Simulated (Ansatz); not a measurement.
## Ge wire along [100], 21 atoms a period, H-terminated: bands by functional and under strain

Wanted: the relaxed geometry and the bands of the Ge wire along [100], 21 atoms a period, H-terminated.

Main program and level: Ansatz 0.2.0; DFT PBE, plane waves, PAW; relaxation of a wire's period; PAW set soft_1, in the first sound run; inputs show where later runs differ.

### 1. The structure

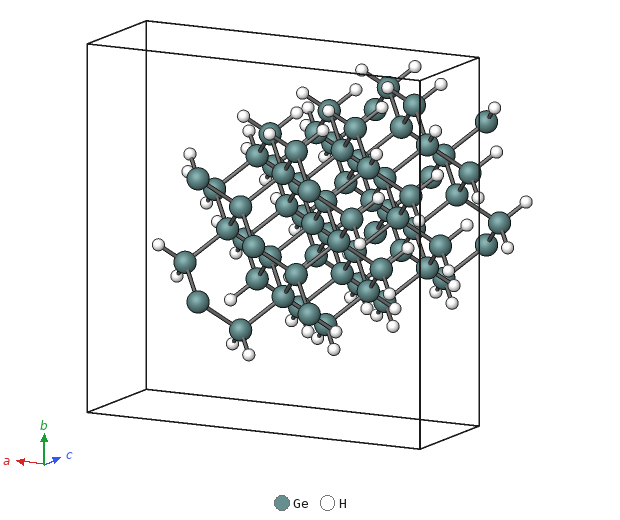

Start, viewed at a slant to the c axis; germanium teal, hydrogen white. 1×1×3 cells are drawn. Some periodic images of atoms are drawn too.

The cell holds 41 atoms: 21 Ge and 20 H. Cell: a = 17.241 Å, b = 17.241 Å, c = 5.760 Å, α = 90.0°, β = 90.0°, γ = 90.0°. Vacuum lies along a and b. The structure's axis is c.

### 2. Relaxing the period

Band widths follow the bond lengths, so the wire is relaxed first. The atoms and the third cell vector are free; the box across stays fixed as vacuum. A Fermi-Dirac smearing is set since the result may be a metal. The pressure printed is a third of the stress's trace over the whole box, vacuum included; only the stress along the axis is relaxed.

Contents of input.yaml:

```yaml
crystal:
  lattice:
    - [17.241, 0.0, 0.0]
    - [0.0, 17.241, 0.0]
    - [0.0, 0.0, 5.76]
  atoms:
    - { symbol: Ge, position: [0.332965978, 0.332965978, 0.0] }
    - { symbol: Ge, position: [0.332965978, 0.667053328, 0.0] }
    - { symbol: Ge, position: [0.500009653, 0.500009653, 0.0] }
    - { symbol: Ge, position: [0.667053328, 0.332965978, 0.0] }
    - { symbol: Ge, position: [0.667053328, 0.667053328, 0.0] }
    - { symbol: H, position: [0.197204338, 0.531291688, 0.093634302] }
    - { symbol: H, position: [0.468727617, 0.802814967, 0.093634302] }
    - { symbol: H, position: [0.531291688, 0.197204338, 0.093634302] }
    - { symbol: H, position: [0.802814967, 0.468727617, 0.093634302] }
    - { symbol: H, position: [0.280726176, 0.280726176, 0.156365698] }
    - { symbol: H, position: [0.719293129, 0.719293129, 0.156365698] }
    - { symbol: Ge, position: [0.24944414, 0.58353149, 0.25] }
    - { symbol: Ge, position: [0.416487815, 0.416487815, 0.25] }
    - { symbol: Ge, position: [0.416487815, 0.750575165, 0.25] }
    - { symbol: Ge, position: [0.58353149, 0.24944414, 0.25] }
    - { symbol: Ge, position: [0.58353149, 0.58353149, 0.25] }
    - { symbol: Ge, position: [0.750575165, 0.416487815, 0.25] }
    - { symbol: H, position: [0.197204338, 0.635771292, 0.406365698] }
    - { symbol: H, position: [0.364248013, 0.802814967, 0.406365698] }
    - { symbol: H, position: [0.635771292, 0.197204338, 0.406365698] }
    - { symbol: H, position: [0.802814967, 0.364248013, 0.406365698] }
    - { symbol: Ge, position: [0.332965978, 0.500009653, 0.5] }
    - { symbol: Ge, position: [0.500009653, 0.332965978, 0.5] }
    - { symbol: Ge, position: [0.500009653, 0.667053328, 0.5] }
    - { symbol: Ge, position: [0.667053328, 0.500009653, 0.5] }
    - { symbol: H, position: [0.197204338, 0.364248013, 0.593634302] }
    - { symbol: H, position: [0.364248013, 0.197204338, 0.593634302] }
    - { symbol: H, position: [0.635771292, 0.802814967, 0.593634302] }
    - { symbol: H, position: [0.802814967, 0.635771292, 0.593634302] }
    - { symbol: Ge, position: [0.24944414, 0.416487815, 0.75] }
    - { symbol: Ge, position: [0.416487815, 0.24944414, 0.75] }
    - { symbol: Ge, position: [0.416487815, 0.58353149, 0.75] }
    - { symbol: Ge, position: [0.58353149, 0.416487815, 0.75] }
    - { symbol: Ge, position: [0.58353149, 0.750575165, 0.75] }
    - { symbol: Ge, position: [0.750575165, 0.58353149, 0.75] }
    - { symbol: H, position: [0.280726176, 0.719293129, 0.843634302] }
    - { symbol: H, position: [0.719293129, 0.280726176, 0.843634302] }
    - { symbol: H, position: [0.197204338, 0.468727617, 0.906365698] }
    - { symbol: H, position: [0.468727617, 0.197204338, 0.906365698] }
    - { symbol: H, position: [0.531291688, 0.802814967, 0.906365698] }
    - { symbol: H, position: [0.802814967, 0.531291688, 0.906365698] }
kpoints:
  mp_grid: { grid: [1, 1, 14] }
scf:
  occupations: { method: fermi_dirac, width: 0.05 }
hamiltonian:
  xc: pbe
  pseudopotentials: { kind: paw, azcp: { folder: soft_1 } }
relax:
  cell: { fix: [a, b, alpha, beta, gamma] }
  max_steps: 45
  f_tol: 0.03
```

Launch:

```
$ ansatz run input.yaml --threads 4 --pin off --max-ram 16384MiB --backend cpu --events-out ev --progress --plain --runs-dir out
```

Numbers of over 12 decimals in the logs are rounded to 6 here.

What it wrote:

```text
Engine: ansatz 0.2.0, aarch64-unknown-linux-gnu
Pseudopotentials: kind: paw
Pseudopotential: Ge, paw, valence charge 14, recommended cutoff 420 eV (normal), soft_1/Ge.paw.azcp
Pseudopotential: H, paw, valence charge 1, recommended cutoff 420 eV (normal), soft_1/H.paw.azcp
Functional definition: PBE
  parameter kappa = 0.804
  parameter beta = 0.066725
  exchange = pbe_x(kappa = kappa, mu = beta*pi^2/3)
  correlation = pbe_c(beta = beta)
Crystal: 41 atoms, lattice volume = 1712.172 Å³
Basis set: ecut = 420 eV, 33539 PW (Γ), exchange–correlation on 240×240×80 points (8 copies of the dense FFT grid, shifted against one another)
Bands: 198, of which v1, the nominal top of the filled ones, is band 157 counted from 1 (156 counted from 0)
Symmetry: 8 space group operations
Space group: P-42m (ITA 111), of the structure as read, at distance tolerance 1.2e-4 Å
k-points: 8 of 14
Non-local potential: Ge, projectors of the file, l = 0: 2, l = 1: 2, l = 2: 3, l = 3: 1
Non-local potential: H, projectors of the file, l = 0: 2, l = 1: 1
PAW form: soft (Blöchl's): semilocal exchange-correlation on the pseudo side does not see the compensation charge
PAW one-centre angular grid: Ge, 590 points (default); XC on 64 Gauss nodes
PAW one-centre angular grid: H, 110 points (default); XC on 64 Gauss nodes
Initial density: superposition of atomic densities (neutral atoms: chi_scale 0, normalization atom)
Initial wavefunctions: pseudopotential atomic-orbital guess
Functional: x = pbe(κ = 0.804, μ = 0.219515), c = pbe(β = 0.066725)
SCF iter   1: F=—  HF=-90511.986891 eV  |F-HF|=—  |Δ(HF+E_count)|=         —  Δρ=3.50e-2  dr2=1.76e1  ethr=3.10e-3  ⟨swp⟩=6.2  Hψ=6237  notcnv=0  defer=95
preconditioner: auto → Resta (q_TF=auto, 2.056 Å⁻¹)  ε∞=1.5  [insulator: Δε(μ)=2.290 eV  Ē_g=21.811 eV  σ=0.050 eV  W_gap=1.00  n_scr=234 (ndim 8)  ℏωp=15.9 eV  f_vac=0.551  D(μ)=0.00/eV (n_scr^D=0)  ε∞_Penn≈1.5  vacuum switching on, ρ_ref=3.5e-2 e/Å³]
SCF iter   2: F=—  HF=-90508.047405 eV  |F-HF|=—  |Δ(HF+E_count)|=    3.94e0  Δρ=1.51e-2  dr2=3.92e0  ethr=3.10e-3  ⟨swp⟩=3.0  Hψ=2240  notcnv=0  defer=254
SCF iter   3: F=—  HF=-90508.035612 eV  |F-HF|=—  |Δ(HF+E_count)|=   1.18e-2  Δρ=5.72e-3  dr2=5.26e0  ethr=1.25e-3  ⟨swp⟩=4.0  Hψ=2156  notcnv=0  defer=255
SCF iter   4: F=—  HF=-90507.142337 eV  |F-HF|=—  |Δ(HF+E_count)|=   8.93e-1  Δρ=1.71e-3  dr2=5.77e-2  ethr=1.25e-3  ⟨swp⟩=3.0  Hψ=1982  notcnv=0  defer=253
SCF iter   5: F=—  HF=-90507.146149 eV  |F-HF|=—  |Δ(HF+E_count)|=   3.81e-3  Δρ=6.78e-4  dr2=3.80e-3  ethr=1.84e-5  ⟨swp⟩=2.1  Hψ=1755  notcnv=0  defer=252
SCF iter   6: F=—  HF=-90507.148425 eV  |F-HF|=—  |Δ(HF+E_count)|=   2.28e-3  Δρ=1.50e-4  dr2=2.86e-4  ethr=1.21e-6  ⟨swp⟩=2.0  Hψ=2588  notcnv=0  defer=252
SCF iter   7: F=—  HF=-90507.148523 eV  |F-HF|=—  |Δ(HF+E_count)|=   9.75e-5  Δρ=4.01e-5  dr2=2.20e-5  ethr=9.10e-8  ⟨swp⟩=2.0  Hψ=2588  notcnv=0  defer=252
SCF iter   8: F=—  HF=-90507.148978 eV  |F-HF|=—  |Δ(HF+E_count)|=   4.55e-4  Δρ=1.44e-5  dr2=3.03e-6  ethr=7.02e-9  ⟨swp⟩=2.0  Hψ=2806  notcnv=0  defer=252
SCF iter   9: F=—  HF=-90507.148981 eV  |F-HF|=—  |Δ(HF+E_count)|=   2.81e-6  Δρ=4.51e-6  dr2=4.73e-7  ethr=9.65e-10  ⟨swp⟩=2.0  Hψ=2588  notcnv=0  defer=252
SCF iter  10: F=-90507.148981 eV  HF=-90507.148981 eV  |F-HF|=6.62e-9  |Δ(HF+E_count)|=   1.29e-7  Δρ=1.07e-6  dr2=1.41e-8  ethr=3.18e-11  ⟨swp⟩=5.0  Hψ=4608  notcnv=0
SCF 1 converged in 10 iterations: F = -90507.148981 eV  dr2 = 1.41e-8
  greatest PAW one-centre occupation: 0.998 electrons in one spin orbital (limit 2), on the Ge atom at site 11 (counted from 0), in its partial waves of l = 2
relax step   1: F+E_penalty+E_count = -90507.14898083 eV  Δ(F+E_penalty+E_count) = +0.000e0 eV  max|allowed force component| = 2.949e-1 eV/Å  Δτ_max = 0.0000 Å  P = -0.345 GPa  Ω = 1712.172 Å³  fix = [a, b, alpha, beta, gamma]  reactions: a -0.423, b -0.423 GPa  (10 SCF iters, dr2 threshold 1.00e-7 eV, accepted)
Crystal: 41 atoms, lattice volume = 1724.171 Å³
Basis set: ecut = 420 eV, 33707 PW (Γ), exchange–correlation on 240×240×80 points (8 copies of the dense FFT grid, shifted against one another)
Initial density: handed on by an earlier stage of this run
Initial wavefunctions: those handed on with the density
iter 1 solved again at ethr=2.88e-4 eV; its pass at ethr=3.10e-3 eV (dr2=9.04e-1 eV) is discarded
SCF iter   1: F=—  HF=-90507.647507 eV  |F-HF|=—  |Δ(HF+E_count)|=         —  Δρ=1.02e-2  dr2=9.11e-1  ethr=2.88e-4  ⟨swp⟩=4.9  Hψ=7001  notcnv=0
preconditioner: auto → Resta (q_TF=auto, 2.054 Å⁻¹)  ε∞=1.5  [insulator: Δε(μ)=2.344 eV  Ē_g=21.784 eV  σ=0.050 eV  W_gap=1.00  n_scr=234 (ndim 8)  ℏωp=15.8 eV  f_vac=0.595  D(μ)=0.00/eV (n_scr^D=0)  ε∞_Penn≈1.5  vacuum switching on, ρ_ref=3.4e-2 e/Å³]
SCF iter   2: F=—  HF=-90507.531989 eV  |F-HF|=—  |Δ(HF+E_count)|=   1.16e-1  Δρ=4.88e-3  dr2=2.05e-1  ethr=2.88e-4  ⟨swp⟩=3.1  Hψ=2407  notcnv=0  defer=32
SCF iter   3: F=—  HF=-90507.554374 eV  |F-HF|=—  |Δ(HF+E_count)|=   2.24e-2  Δρ=1.20e-3  dr2=1.96e-1  ethr=6.54e-5  ⟨swp⟩=4.5  Hψ=2597  notcnv=0  defer=33
SCF iter   4: F=—  HF=-90507.519000 eV  |F-HF|=—  |Δ(HF+E_count)|=   3.54e-2  Δρ=3.17e-4  dr2=4.48e-3  ethr=6.26e-5  ⟨swp⟩=3.0  Hψ=1988  notcnv=0  defer=255
SCF iter   5: F=—  HF=-90507.518834 eV  |F-HF|=—  |Δ(HF+E_count)|=   1.65e-4  Δρ=1.34e-4  dr2=2.42e-4  ethr=1.43e-6  ⟨swp⟩=2.0  Hψ=1667  notcnv=0  defer=255
SCF iter   6: F=—  HF=-90507.519133 eV  |F-HF|=—  |Δ(HF+E_count)|=   2.99e-4  Δρ=3.80e-5  dr2=3.69e-5  ethr=7.71e-8  ⟨swp⟩=2.0  Hψ=2576  notcnv=0  defer=255
SCF iter   7: F=-90507.519132 eV  HF=-90507.519132 eV  |F-HF|=5.07e-7  |Δ(HF+E_count)|=   1.79e-6  Δρ=9.72e-6  dr2=9.97e-7  ethr=1.31e-9  ⟨swp⟩=3.0  Hψ=5669  notcnv=0
SCF 2 converged in 7 iterations: F = -90507.519132 eV  dr2 = 9.97e-7
  greatest PAW one-centre occupation: 0.998 electrons in one spin orbital (limit 2), on the Ge atom at site 13 (counted from 0), in its partial waves of l = 2
relax step   2: F+E_penalty+E_count = -90507.51913221 eV  Δ(F+E_penalty+E_count) = -3.702e-1 eV  max|allowed force component| = 2.611e-1 eV/Å  Δτ_max = 0.1949 Å  P = -0.173 GPa  Ω = 1724.171 Å³  energy of the carried Pulay correction = -2.011e-3 eV  fix = [a, b, alpha, beta, gamma]  reactions: a -0.167, b -0.167 GPa  (7 SCF iters, dr2 threshold 4.10e-6 eV, accepted)
Crystal: 41 atoms, lattice volume = 1723.248 Å³
Basis set: ecut = 420 eV, 33691 PW (Γ), exchange–correlation on 240×240×80 points (8 copies of the dense FFT grid, shifted against one another)
iter 1 solved again at ethr=1.91e-5 eV; its pass at ethr=3.10e-3 eV (dr2=6.01e-2 eV) is discarded
[...]
SCF iter   5: F=—  HF=-90507.792020 eV  |F-HF|=—  |Δ(HF+E_count)|=   7.73e-6  Δρ=4.10e-7  dr2=4.20e-9  ethr=7.23e-12  ⟨swp⟩=3.1  Hψ=2693  notcnv=0
SCF iter   6: F=-90507.792023 eV  HF=-90507.792023 eV  |F-HF|=1.14e-7  |Δ(HF+E_count)|=   2.55e-6  Δρ=9.24e-8  dr2=2.62e-10  ethr=1.00e-12  ⟨swp⟩=3.0  Hψ=5376  notcnv=0
SCF 7 converged in 6 iterations: F = -90507.792023 eV  dr2 = 2.62e-10
  greatest PAW one-centre occupation: 0.998 electrons in one spin orbital (limit 2), on the Ge atom at site 30 (counted from 0), in its partial waves of l = 2
relax step   7: F+E_penalty+E_count = -90507.79202282 eV  Δ(F+E_penalty+E_count) = -1.581e-3 eV  max|allowed force component| = 9.786e-3 eV/Å  Δτ_max = 0.0000 Å  P = +0.004 GPa  Ω = 1720.833 Å³  fix = [a, b, alpha, beta, gamma]  reactions: a +0.003, b +0.003 GPa  stress off target by 5.84e-3 GPa on what of the cell is left free  SCF on the basis re-selected at this cell (its energy is not comparable with the rows above)  (6 SCF iters)
basis re-selected at this cell: Δ(F+E_penalty+E_count) = -1.581e-3 eV, ΔP = +0.001 GPa vs the last step (what re-selecting the basis moved, of the pressure what is left beyond the Pulay correction that the steps carried, after the strain that the cell walked since its last selection, with what the two solves' SCF thresholds leave and, on support functions, any second-order correction that the steps lacked; it is no m [...]
SCF converged after 6 iterations
Free energy (F): -90507.792023 eV
Harris-Foulkes:  -90507.792023 eV  (|F-HF|=1.14e-7)
Internal energy: -90507.792023 eV  (E = F + TS)
E sigma→0 (E₀):  -90507.792023 eV
Fermi energy:    -0.436696 eV
--- Per-component energies (eV) ---
  E_band       = -5892.054929
  E_kinetic    = 2196.500491
  E_local      = -177170.423273  (includes V_loc(G=0)·N_el)
  E_nonlocal   = 4598.752972
  E_hartree    = 86114.387911
  E_xc         = -1666.899682
  E_vxc        = -1576.082587  (∫ρ·V_xc dr)
  E_paw        = -42310.524072  (= ΣΔE_a)
  E_vpaw       = -6169.554996  (= ΣTr[D̂ρ^β])
  E_aug_tail   = -0.018433  (compensation charges beyond the density's cutoff)
  E_ewald      = 37730.432063
  E_smearing   = -0.000000  (= −TS)
  E_closure    = -0.000000  (closes the sum)
  Σ components = -90507.792023   (vs F -90507.792023, Δ=0.00e0)
--- Forces (eV/Å), atoms counted from 1 ---
  atom   1  Ge     0.00428606     0.00428606     0.00978561
  atom   2  Ge     0.00428606    -0.00428606    -0.00978561
  atom   3  Ge    -0.00000000     0.00000000     0.00000000
  atom   4  Ge    -0.00428606     0.00428606    -0.00978561
  atom   5  Ge    -0.00428606    -0.00428606     0.00978561
  atom   6  H      0.00021455    -0.00255169    -0.00410647
  atom   7  H      0.00255169    -0.00021455    -0.00410647
  atom   8  H     -0.00255169     0.00021455    -0.00410647
  atom   9  H     -0.00021455     0.00255169    -0.00410647
  atom  10  H     -0.00044010    -0.00044010     0.00121426
  atom  11  H      0.00044010     0.00044010     0.00121426
  atom  12  Ge    -0.00415698     0.00641063     0.00187375
  atom  13  Ge     0.00473410     0.00473410     0.00507141
  atom  14  Ge    -0.00641063     0.00415698     0.00187375
  atom  15  Ge     0.00641063    -0.00415698     0.00187375
  atom  16  Ge    -0.00473410    -0.00473410     0.00507141
  atom  17  Ge     0.00415698    -0.00641063     0.00187375
  atom  18  H      0.00347275     0.00404294     0.00689530
  atom  19  H     -0.00404294    -0.00347275     0.00689530
  atom  20  H      0.00404294     0.00347275     0.00689530
  atom  21  H     -0.00347275    -0.00404294     0.00689530
  atom  22  Ge    -0.00568355    -0.00000000     0.00000000
  atom  23  Ge     0.00000000    -0.00568355     0.00000000
  atom  24  Ge     0.00000000     0.00568355     0.00000000
  atom  25  Ge     0.00568355    -0.00000000     0.00000000
  atom  26  H      0.00347275    -0.00404294    -0.00689530
  atom  27  H     -0.00404294     0.00347275    -0.00689530
  atom  28  H      0.00404294    -0.00347275    -0.00689530
  atom  29  H     -0.00347275     0.00404294    -0.00689530
  atom  30  Ge    -0.00415698    -0.00641063    -0.00187375
  atom  31  Ge    -0.00641063    -0.00415698    -0.00187375
  atom  32  Ge     0.00473410    -0.00473410    -0.00507141
  atom  33  Ge    -0.00473410     0.00473410    -0.00507141
  atom  34  Ge     0.00641063     0.00415698    -0.00187375
  atom  35  Ge     0.00415698     0.00641063    -0.00187375
  atom  36  H     -0.00044010     0.00044010    -0.00121426
  atom  37  H      0.00044010    -0.00044010    -0.00121426
  atom  38  H      0.00021455     0.00255169     0.00410647
  atom  39  H      0.00255169     0.00021455     0.00410647
  atom  40  H     -0.00255169    -0.00021455     0.00410647
  atom  41  H     -0.00021455    -0.00255169     0.00410647
  max |Σ_I F_I| component: 2.85e-18 eV/Å
--- Stress (GPa, compression-positive) ---
        0.002774       0.000000       0.000000
        0.000000       0.002774      -0.000000
        0.000000      -0.000000       0.005838
  P = ⅓ Tr σ = 0.0038 GPa (0.038 kbar)
--- Relaxed structure (6 steps of the walk, 6 accepted, 1 SCFs on fresh bases) ---
  F+E_penalty+E_count = -90507.79202282 eV   max|allowed force component| = 9.786e-3 eV/Å   (the final SCF, on the basis selected at the relaxed cell)
  cell:  # Å, volume = 1720.8328 Å³
    - [17.241, 0.0, 0.0]
    - [0.0, 17.241, 0]
    - [0.0, 0, 5.789136]
  atoms:
    - { symbol: Ge, position: [0.335377, 0.335377, -0.00526559] }
    - { symbol: Ge, position: [0.335377, 0.664642, 0.00526559] }
    - { symbol: Ge, position: [0.500010, 0.500010, 9.696116989707765e-19] }
    - { symbol: Ge, position: [0.664642, 0.335377, 0.00526559] }
    - { symbol: Ge, position: [0.664642, 0.664642, -0.00526559] }
    - { symbol: H, position: [0.189140, 0.543647, 0.141007] }
    - { symbol: H, position: [0.456372, 0.810880, 0.141007] }
    - { symbol: H, position: [0.543647, 0.189140, 0.141007] }
    - { symbol: H, position: [0.810880, 0.456372, 0.141007] }
    - { symbol: H, position: [0.282750, 0.282750, 0.146345] }
    - { symbol: H, position: [0.717270, 0.717270, 0.146345] }
    - { symbol: Ge, position: [0.253766, 0.588503, 0.268797] }
    - { symbol: Ge, position: [0.417352, 0.417352, 0.248259] }
    - { symbol: Ge, position: [0.411516, 0.746253, 0.268797] }
    - { symbol: Ge, position: [0.588503, 0.253766, 0.268797] }
    - { symbol: Ge, position: [0.582667, 0.582667, 0.248259] }
    - { symbol: Ge, position: [0.746253, 0.411516, 0.268797] }
    - { symbol: H, position: [0.213407, 0.645850, 0.436217] }
    - { symbol: H, position: [0.354169, 0.786613, 0.436217] }
    - { symbol: H, position: [0.645850, 0.213407, 0.436217] }
    - { symbol: H, position: [0.786613, 0.354169, 0.436217] }
    - { symbol: Ge, position: [0.334624, 0.500010, 0.5] }
    - { symbol: Ge, position: [0.500010, 0.334624, 0.5] }
    - { symbol: Ge, position: [0.500010, 0.665395, 0.5] }
    - { symbol: Ge, position: [0.665395, 0.500010, 0.5] }
    - { symbol: H, position: [0.213407, 0.354169, 0.563783] }
    - { symbol: H, position: [0.354169, 0.213407, 0.563783] }
    - { symbol: H, position: [0.645850, 0.786613, 0.563783] }
    - { symbol: H, position: [0.786613, 0.645850, 0.563783] }
    - { symbol: Ge, position: [0.253766, 0.411516, 0.731203] }
    - { symbol: Ge, position: [0.411516, 0.253766, 0.731203] }
    - { symbol: Ge, position: [0.417352, 0.582667, 0.751741] }
    - { symbol: Ge, position: [0.582667, 0.417352, 0.751741] }
    - { symbol: Ge, position: [0.588503, 0.746253, 0.731203] }
    - { symbol: Ge, position: [0.746253, 0.588503, 0.731203] }
    - { symbol: H, position: [0.282750, 0.717270, 0.853655] }
    - { symbol: H, position: [0.717270, 0.282750, 0.853655] }
    - { symbol: H, position: [0.189140, 0.456372, 0.858993] }
    - { symbol: H, position: [0.456372, 0.189140, 0.858993] }
    - { symbol: H, position: [0.543647, 0.810880, 0.858993] }
    - { symbol: H, position: [0.810880, 0.543647, 0.858993] }
```

The job ended after 11 min (4 threads of Arm Neoverse V1, shared host; peak memory 6 GiB).

(Part 1 of 3 ends here.)

[Logs are printed without paths, hosts, clocks, repeated set-up lines and the standing remarks that a program may print on its own settings, such as how far it seeks lower states.]

[Hosts, paths, dates, database ids (printed as entryN), source tags and the programs' standing remarks are cut or masked in the printed files.]
